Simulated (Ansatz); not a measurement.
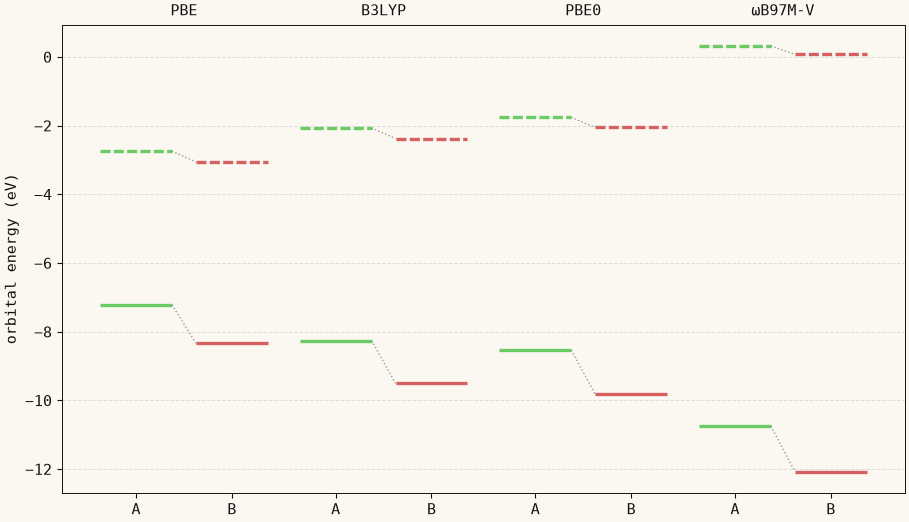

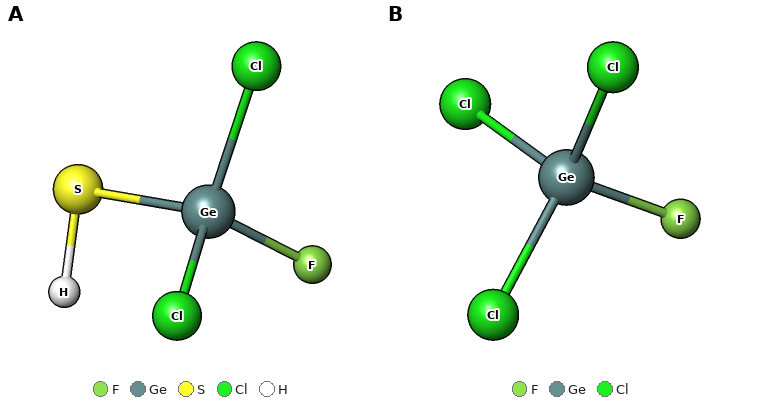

One change: A, GeHSCl₂F (SMILES [F][Ge]([SH])([Cl])[Cl]), becomes B, GeCl₃F (SMILES [F][Ge]([Cl])([Cl])[Cl]). SH on Ge is replaced by Cl. HOMO (solid) and LUMO (dashed) computed in def2-TZVPP at PBE0-D4/def2-TZVP geometries, both minima by their frequencies, gas phase, the Ansatz code 0.2.0. Empty levels above zero depend strongly on the basis.

> What does the change do to HOMO and LUMO?

PBE: the HOMO falls by 1.12 eV, the LUMO falls by 0.31 eV, and the separation goes from 4.47 to 5.28 eV. B3LYP: the HOMO falls by 1.25 eV, the LUMO falls by 0.31 eV, and the separation goes from 6.19 to 7.13 eV. PBE0: the HOMO falls by 1.28 eV, the LUMO falls by 0.29 eV, and the separation goes from 6.78 to 7.76 eV. ωB97M-V: the HOMO falls by 1.32 eV, the LUMO falls by 0.25 eV, and the separation goes from 11.07 to 12.15 eV.

> Do the functionals agree on the effect?

They agree on the direction for both levels; the HOMO shift lies between −1.32 and −1.12 eV and the LUMO shift between −0.31 and −0.25 eV, while the separations themselves differ by up to 6.9 eV between functionals.
